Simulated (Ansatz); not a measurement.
**SnHBr3: geometry, orbitals and charge**

What does SnHBr3 look like as a singlet, and where do its frontier electrons sit?

Method: RKS PBE0-D4/def2-TZVP; program: Ansatz 0.2.0, Gaussian basis.

The runs, in order: relaxation at PBE0-D4/def2-SVP; a search for the lowest solution at PBE0-D4/def2-SVP; a single point at PBE0-D4/def2-TZVP.

2 further runs of the same task are left out: 2 set aside as unsound or not needed. Runs told in other sessions of the task aren't counted.

### 1 The starting structure

5 atoms, charge 0, spin multiplicity 1.

Atoms are counted from 1 here; the program's logs count them from 0.

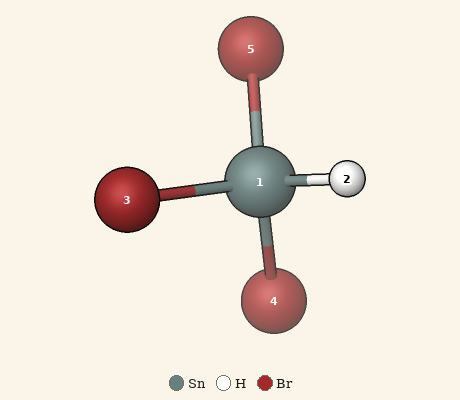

The starting geometry (tin teal, hydrogen white, bromine red); atoms are numbered from 1 in the order of the file.

Coordinates:

```
Sn    0.00204   -0.00121    0.17299
H     0.00575   -0.01603    1.95267
Br    2.35249    0.01062   -0.71894
Br   -1.18454    2.03996   -0.68709
Br   -1.17573   -2.03334   -0.71963
```

Sn takes a core potential in the def2 sets. No spin-orbit coupling is included.

The start is a GFN2-xTB geometry.

### 2 Optimising with PBE0-D4/def2-SVP

in.yaml reads:

```yaml
crystal:
  periodic: [false, false, false]
  atoms:
    - {symbol: Sn, position_ang: [0.002040, -0.001210, 0.172990]}
    - {symbol: H, position_ang: [0.005750, -0.016030, 1.952670]}
    - {symbol: Br, position_ang: [2.352490, 0.010620, -0.718940]}
    - {symbol: Br, position_ang: [-1.184540, 2.039960, -0.687090]}
    - {symbol: Br, position_ang: [-1.175730, -2.033340, -0.719630]}
basis:
  gaussian: {orbitals: def2-SVP}
hamiltonian: {xc: pbe0, dispersion: d4}
scf: {lower_state_search: "off"}
output: {orbitals: {seedname: orbitals}}
relax: {f_tol: 0.02, max_steps: 100}
```

Launch:

```sh
$ ansatz run in.yaml --threads 4 --pin off --events-out ev --progress --plain --max-ram 3916MiB
```

Output (excerpt; [...] marks lines left out):

```text
Functional definition: PBE0
  name "PBE0"
  cite "Adamo & Barone, J. Chem. Phys. 110, 6158 (1999) doi:10.1063/1.478522"
  cite "Perdew, Burke & Ernzerhof, Phys. Rev. Lett. 77, 3865 (1996) doi:10.1103/PhysRevLett.77.3865"
  parent pbe
[...]
1399 factors; integrals over basis functions are off by at most 3.9e-4 eV
[...]
mean field -215940.66898768 eV, -7935.6732154546 hartree, gradient 5.8e-6 eV, S^2 0.000000; 0 other end points of the search recorded, 0 dependent functions left out
[...]
reference -215940.66901545 eV, -7935.6732164753 hartree; 64, 64 occupied and 63, 63 virtual orbitals, 1399 factors
relax step   1: F+E_penalty+E_count = -215940.85120958 eV  Δ(F+E_penalty+E_count) = +0.000e0 eV  max|allowed force component| = 9.302e-1 eV/Å  Δτ_max = 0.0000 Å  (13 SCF iters, accepted)
[...]
relax step   3: F+E_penalty+E_count = -215940.91996460 eV  Δ(F+E_penalty+E_count) = -6.120e-2 eV  max|allowed force component| = 7.685e-2 eV/Å  Δτ_max = 0.0556 Å  (19 SCF iters, accepted)
[...]
relax step   4: F+E_penalty+E_count = -215940.92016408 eV  Δ(F+E_penalty+E_count) = -1.995e-4 eV  max|allowed force component| = 1.739e-2 eV/Å  Δτ_max = 0.0042 Å  (13 SCF iters, accepted)
Total energy: -215940.92019161 eV, -7935.6824470290 hartree
Atom 0 at     0.000638    -0.001496     0.185150 Å, force     0.000371    -0.000102     0.017395 eV/Å
Atom 1 at     0.007468    -0.015202     1.888264 Å, force    -0.000169     0.000004    -0.002753 eV/Å
Atom 2 at     2.309530     0.010492    -0.700254 Å, force     0.003930     0.000043    -0.004937 eV/Å
Atom 3 at    -1.163014     2.005698    -0.670429 Å, force    -0.002072     0.003502    -0.004828 eV/Å
Atom 4 at    -1.154612    -1.999491    -0.702731 Å, force    -0.002059    -0.003446    -0.004877 eV/Å
Dipole moment:     0.001269    -0.002908     0.360084 e Å
Checks for a lower state left out: stability, starts, cluster_reference, orbital_swaps, neighbouring_geometries, increment
```

It took 9 s on 4 threads of Arm Neoverse V2, shared host.

Relaxation path:

```csv
step,energy from step 1 (eV),largest force component (eV/Å)
1,0.0000,0.9302
2,-0.0076,1.1379
3,-0.0688,0.0769
4,-0.0690,0.0174
```

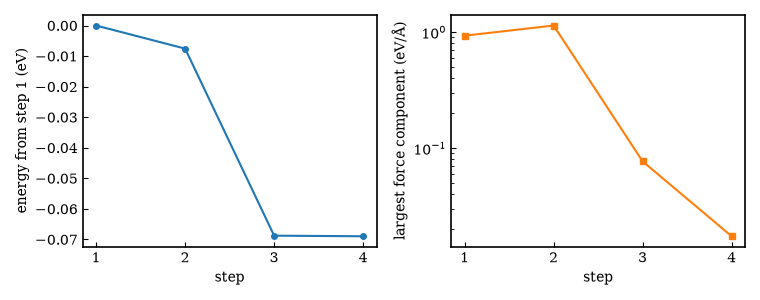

Energy and force, step by step.

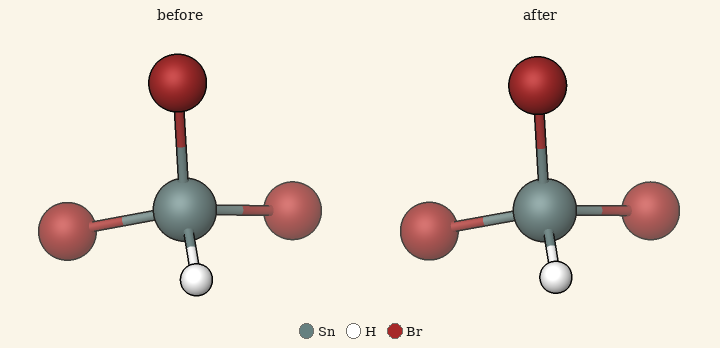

The geometry before (left) and after (right).

Distances of close pairs at the start and the end, largest changes first:

```csv
bond,before (Å),after (Å),change (Å)
Sn1–H2,1.780,1.703,-0.077
Sn1–Br3,2.514,2.473,-0.041
Sn1–Br4,2.513,2.473,-0.040
Sn1–Br5,2.513,2.473,-0.040
```

Bonds by kind at the end (by distance):

```csv
bond,count,shortest (Å),longest (Å)
Br–Sn,3,2.473,2.473
H–Sn,1,1.703,1.703
```

### 3 Searching for the lowest solution, PBE0-D4/def2-SVP

start.molden holds the orbitals of an earlier run on this state, given as this run's starting guess.

in.yaml reads:

```yaml
crystal:
  periodic: [false, false, false]
  atoms:
    - {symbol: Sn, position_ang: [0.000638, -0.001496, 0.185150]}
    - {symbol: H, position_ang: [0.007468, -0.015202, 1.888264]}
    - {symbol: Br, position_ang: [2.309530, 0.010492, -0.700254]}
    - {symbol: Br, position_ang: [-1.163014, 2.005698, -0.670429]}
    - {symbol: Br, position_ang: [-1.154612, -1.999491, -0.702731]}
basis:
  gaussian: {orbitals: def2-SVP, initial_orbitals: start.molden}
hamiltonian: {xc: pbe0, dispersion: d4}
output: {orbitals: {seedname: orbitals}}
```

The command is unchanged.

Output:

```text
Functional definition: PBE0
  name "PBE0"
  cite "Adamo & Barone, J. Chem. Phys. 110, 6158 (1999) doi:10.1063/1.478522"
  cite "Perdew, Burke & Ernzerhof, Phys. Rev. Lett. 77, 3865 (1996) doi:10.1103/PhysRevLett.77.3865"
  parent pbe
  parameter a = 0.25
  parameter kappa = 0.804
  parameter beta = 0.06672455060314922
  exchange = (1 - a)*pbe_x(kappa = kappa, mu = beta*pi^2/3) + a*exact_x
  correlation = pbe_c(beta = beta)
1302 factors; integrals over basis functions are off by at most 4.4e-4 eV
mean field evaluation 1: about -215940.7144 eV, gradient 1.5e-1 eV
mean field evaluation 2: about -215940.7342 eV, gradient 2.2e-4 eV
mean field evaluation 4: about -215940.7342 eV, gradient 1.0e-5 eV
mean field evaluation 8: about -215940.7135 eV, gradient 2.6e-1 eV
mean field evaluation 16: about -215940.7342 eV, gradient 1.7e-4 eV
mean field -215940.73422766 eV, -7935.6756129796 hartree, gradient 1.0e-5 eV, S^2 0.000000; 1 other end points of the search recorded, 0 dependent functions left out
reference -215940.73425519 eV, -7935.6756139916 hartree; 64, 64 occupied and 63, 63 virtual orbitals, 1302 factors
Total energy: -215940.92017086 eV, -7935.6824462664 hartree
```

It took 2.5 s on 4 threads of Arm Neoverse V2, shared host.

HOMO -8.56 eV, LUMO -2.66 eV.

### 4 Single point, PBE0-D4/def2-TZVP

in.yaml: that of step 3 with these lines changed.

```diff
@@ -9,4 +9,5 @@
 basis:
-  gaussian: {orbitals: def2-SVP, initial_orbitals: start.molden}
+  gaussian: {orbitals: def2-TZVP, initial_orbitals: start.molden}
 hamiltonian: {xc: pbe0, dispersion: d4}
+scf: {omitted_lower_state_checks: [starts]}
 output: {orbitals: {seedname: orbitals}}
```

The command is unchanged.

Output:

```text
Functional definition: PBE0
  name "PBE0"
  cite "Adamo & Barone, J. Chem. Phys. 110, 6158 (1999) doi:10.1063/1.478522"
  cite "Perdew, Burke & Ernzerhof, Phys. Rev. Lett. 77, 3865 (1996) doi:10.1103/PhysRevLett.77.3865"
  parent pbe
  parameter a = 0.25
  parameter kappa = 0.804
  parameter beta = 0.06672455060314922
  exchange = (1 - a)*pbe_x(kappa = kappa, mu = beta*pi^2/3) + a*exact_x
  correlation = pbe_c(beta = beta)
these checks for a lower state are left out or cut short: starts
1744 factors; their error is unknown
mean field evaluation 1: about -215963.8545 eV, gradient 2.1e2 eV
mean field evaluation 2: about -215965.1260 eV, gradient 4.0e0 eV
mean field evaluation 4: about -215966.5639 eV, gradient 6.9e-1 eV
mean field evaluation 8: about -215966.5643 eV, gradient 2.2e-5 eV
mean field -215966.56426550 eV, -7936.6248493623 hartree, gradient 2.2e-5 eV, S^2 0.000000; 0 other end points of the search recorded, 0 dependent functions left out
reference -215966.56429587 eV, -7936.6248504784 hartree; 64, 64 occupied and 136, 136 virtual orbitals, 1744 factors
Total energy: -215966.75021154 eV, -7936.6316827532 hartree
Checks for a lower state left out: starts
```

Run time: 5 s. Hardware: 4 threads of Arm Neoverse V2, shared host; peak memory 0.75 GiB.

Report: HOMO -8.68 eV, LUMO -2.76 eV.

Mulliken charges, from this run's orbitals:

```csv
atom,value (e)
Sn1,0.85
H2,0.02
Br3,-0.29
Br4,-0.29
Br5,-0.29
```

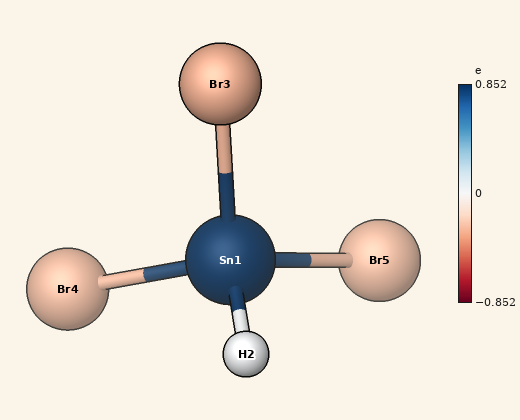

Mulliken charges, from this run's orbitals, as colours on the atoms.

Largest Mayer bond orders: Sn1–Br3 0.99; Sn1–Br4 0.99; Sn1–Br5 0.99; Sn1–H2 0.87.

The fields below are evaluated on a grid from the run's orbitals.

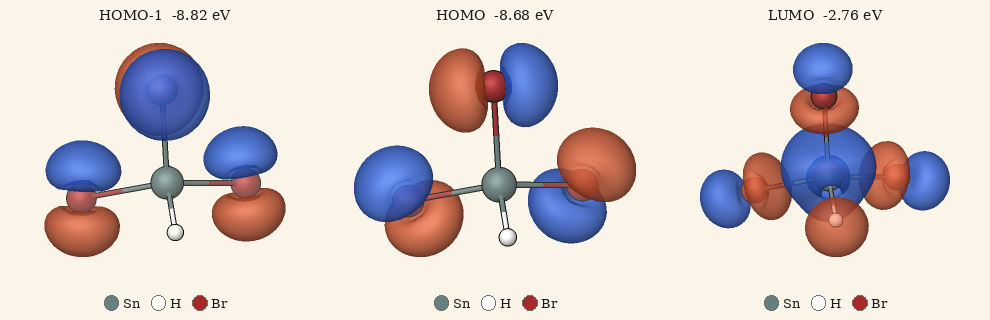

Frontier orbitals at PBE0-D4/def2-TZVP; each surface holds 70 % of the orbital's density, blue and red mark the sign.

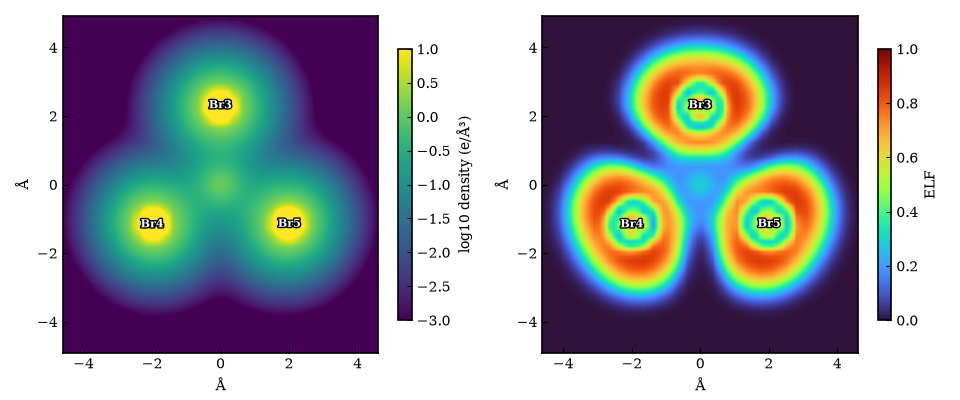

Density (left) and ELF (right) in a plane through or near 3 of the atoms.

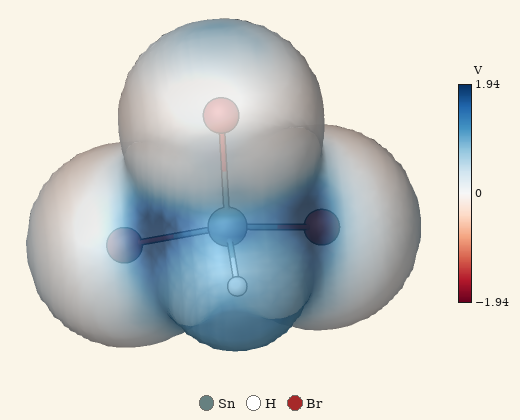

The potential that a unit positive charge feels on the 0.002 e/bohr³ surface, from -0.25 V near Br4 to 1.94 V near H2.

### 5 Outcome

```
                       quantity                            value
                    point group                              C3v
 commonest bond, hydrogen aside  Br–Sn, 3 of mean length 2.473 Å
HOMO, LUMO at PBE0-D4/def2-TZVP                  -8.68, -2.76 eV
     dipole at PBE0-D4/def2-SVP                           1.73 D
```

In words: The molecule keeps its bonding pattern by the stored test; the atoms moved 0.05 Å (rms). No usable vibrations, so a minimum isn't proven. The HOMO lies nearest to Br3, Br4, Br5 about 33 % each and the LUMO to Sn1 33 %; Br3, Br4, Br5 about 18 % each.
